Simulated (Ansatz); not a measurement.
A series of calculations on CH₉ClSi₃

## 1. Relaxation

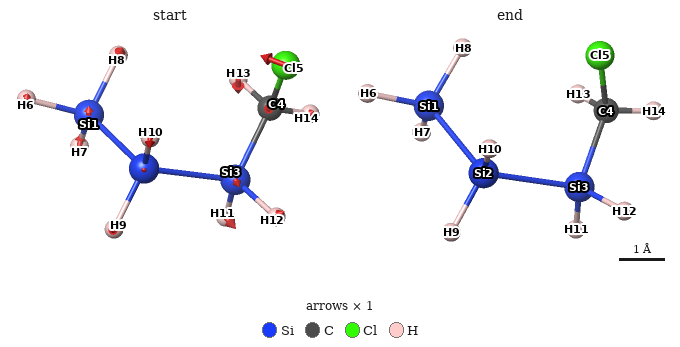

The structure of CH9ClSi3 before (left) and after (right) a relaxation, at one scale. The red arrows give the displacements, at their true length.

Style: ball-and-stick. Shown at a tilt.

The run prepares an end point of a later path (torsion) calculation, from a guessed geometry.

These are results of RKS BLYP-D4/def2-SVP (Ansatz), not measurements. Settings: no spin polarisation; force threshold 0.015 eV/Å; at most 40 steps.

Describe what moved and what it gained.

The largest move after the best rigid fit is that of Cl5, 0.66 Å. By element the largest moves are Cl 0.66 Å, H 0.45 Å, C 0.23 Å, Si 0.22 Å. Among the contacts that change: Si1–Si2 2.229 → 2.363 Å, C4–Cl5 1.724 → 1.836 Å, Si3–C4 1.807 → 1.916 Å, C4–H13 1.209 → 1.107 Å. Among the angles between lasting bonds that change: H13–C4–H14 101.0° → 108.4°, Si3–C4–Cl5 115.1° → 109.0°, C4–Si3–H11 113.7° → 108.0°. The energy falls by 57.8 kJ/mol in 11 accepted moves (12 points after the start). Largest force component: 4.1 eV/Å at the start, 0.012 eV/Å at the end. The line search rejected the trial step at point 9 of the run. Cost: 42 s on 2 threads of Intel(R) Xeon(R) Platinum 8259CL CPU @ 2.50GHz (Skylake/Cascade Lake), on a shared host, peak memory 0.2 GiB.

## 2. Relaxation

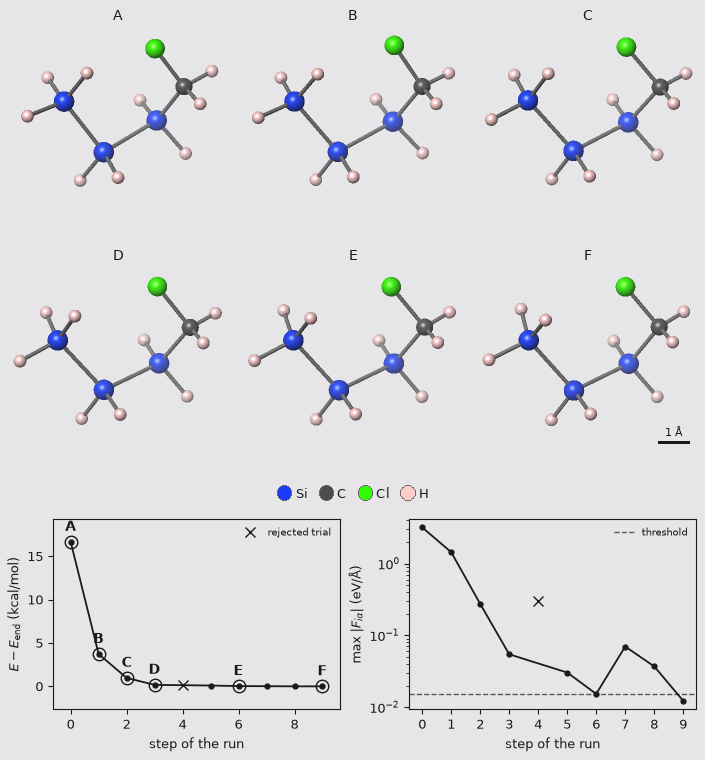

Frames of a relaxation of CH9ClSi3, marked on the history of the run. A ball-and-stick model, seen at a tilt.

The run prepares an end point of a later path (torsion) calculation, from a guessed geometry.

Method: RKS BLYP-D4/def2-SVP (Ansatz).

Input file:
```yaml
crystal:
  periodic: [false, false, false]
  atoms:
    - { symbol: Si, position_ang: [-1.2775, 1.5895, 0.8209] }
    - { symbol: Si, position_ang: [0.7118, 0.639, 1.1515] }
    - { symbol: Si, position_ang: [0.5851, -1.375, 0.0378] }
    - { symbol: C, position_ang: [0.2623, -1.1405, -1.7243] }
    - { symbol: Cl, position_ang: [-1.19152, -0.29193, -2.09435] }
    - { symbol: H, position_ang: [-1.3806, 3.0009, 1.4267] }
    - { symbol: H, position_ang: [-2.3792, 0.7972, 1.3953] }
    - { symbol: H, position_ang: [-1.5487, 1.7735, -0.6562] }
    - { symbol: H, position_ang: [0.9666, 0.4457, 2.65] }
    - { symbol: H, position_ang: [1.8204, 1.4914, 0.6412] }
    - { symbol: H, position_ang: [-0.433, -2.2159, 0.7275] }
    - { symbol: H, position_ang: [1.9251, -2.1004, 0.2249] }
    - { symbol: H, position_ang: [0.22697, -2.21294, -2.28223] }
    - { symbol: H, position_ang: [1.12456, -0.67553, -2.2174] }
basis:
  gaussian: { orbitals: def2-SVP }
hamiltonian:
  xc: blyp
  dispersion: d4
relax:
  f_tol: 0.015
  max_steps: 40
output:
  orbitals: {}
```

Launched with:
```bash
ansatz run input.yaml --threads 2 --pin off --max-ram 3072MiB --backend cpu --events-out ev --progress --plain --runs-dir out
```

Describe the path.

H8 moves most after the best rigid fit: 0.64 Å. Largest moves by element: H 0.64 Å, Si 0.23 Å, C 0.21 Å, Cl 0.20 Å. Among the contacts that change: Si1–Si2 2.229 → 2.365 Å, C4–Cl5 1.724 → 1.837 Å, Si3–C4 1.807 → 1.917 Å, C4–H13 1.209 → 1.107 Å. Bond angles that change, for instance: Si1–Si2–Si3 104.6° → 113.4°, H13–C4–H14 101.0° → 108.4°, Si3–C4–Cl5 115.1° → 109.5°. Groups turn about Si1–Si2 by about 20°. After 8 accepted moves (9 points after the start) the energy has fallen by 16.7 kcal/mol. The largest force component goes from 3.2 to 0.012 eV/Å. The line search rejected the trial step at point 4 of the run. From step 0 to 1: Cl5 moves most (0.19 Å), energy −12.9 kcal/mol. From step 1 to 2: H8 moves most (0.20 Å), energy −2.75 kcal/mol. From step 2 to 3: H8 moves most (0.20 Å), energy −0.81 kcal/mol. From step 3 to 6: H7 moves most (0.11 Å), energy −0.14 kcal/mol. From step 6 to 9: H7 moves most (0.10 Å), energy −0.03 kcal/mol.

```json
{"step": "0", "E − E(0), kcal/mol": "0.00", "largest force component, eV/Å": "3.1911", "note": ""}
{"step": "1", "E − E(0), kcal/mol": "-12.94", "largest force component, eV/Å": "1.4423", "note": ""}
{"step": "2", "E − E(0), kcal/mol": "-15.69", "largest force component, eV/Å": "0.2744", "note": ""}
{"step": "3", "E − E(0), kcal/mol": "-16.50", "largest force component, eV/Å": "0.0544", "note": ""}
{"step": "4", "E − E(0), kcal/mol": "-16.49", "largest force component, eV/Å": "0.2976", "note": "rejected"}
{"step": "5", "E − E(0), kcal/mol": "-16.57", "largest force component, eV/Å": "0.0303", "note": ""}
{"step": "6", "E − E(0), kcal/mol": "-16.64", "largest force component, eV/Å": "0.0153", "note": ""}
{"step": "7", "E − E(0), kcal/mol": "-16.65", "largest force component, eV/Å": "0.0699", "note": ""}
{"step": "8", "E − E(0), kcal/mol": "-16.67", "largest force component, eV/Å": "0.0369", "note": ""}
{"step": "9", "E − E(0), kcal/mol": "-16.67", "largest force component, eV/Å": "0.0122", "note": ""}
```

## 3. Path

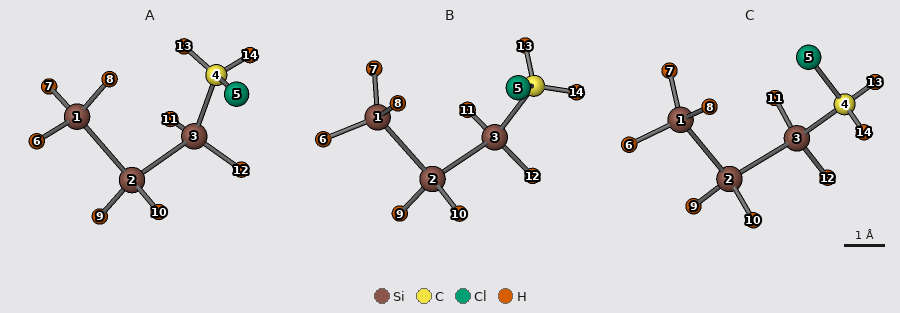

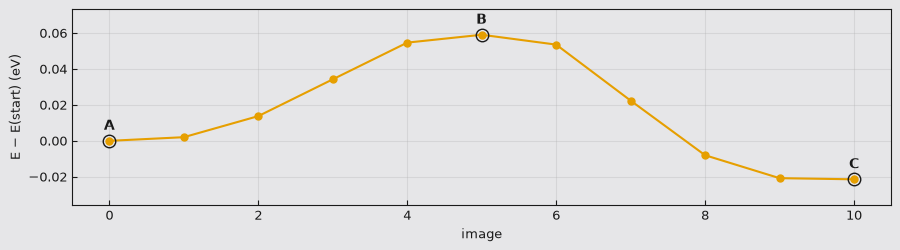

A search for the minimum-energy path of CH9ClSi3 by the nudged elastic band. Images are numbered from 0 (start) to 10 (end). Frames A to C are images 0, 5, 10. A ball-and-stick model, seen at a tilt.

Theory: RKS BLYP-D4/def2-SVP in Ansatz. Set-up: 9 movable images; climbing image; force threshold 0.05 eV/Å; iteration limit 36; starting path through a guess of the saddle point.

Question: What happens along the path, and what is the barrier?

Answer: The motion is a rotation about the Si3–C4 bond by about 110°. No bond forms or breaks between the ends. Bond angles that change up to the highest image, for instance: Si2–Si3–C4 107.5° → 110.6°, Si3–C4–Cl5 109.0° → 112.0°. Forward barrier 0.059 eV, backward barrier 0.080 eV, with image 5 at the top; the reaction energy is −0.021 eV. The band converged in 29 iterations. The largest component of the band force went from 7.9 to 0.048 eV/Å. The climbing image converged on the top of the path. Its vibrational analysis gives one imaginary mode (83i cm⁻¹), as a transition state must have.

The run took 12 min on 2 threads of Intel(R) Xeon(R) Platinum 8259CL CPU @ 2.50GHz (Skylake/Cascade Lake), on a shared host, peak memory 0.21 GiB.
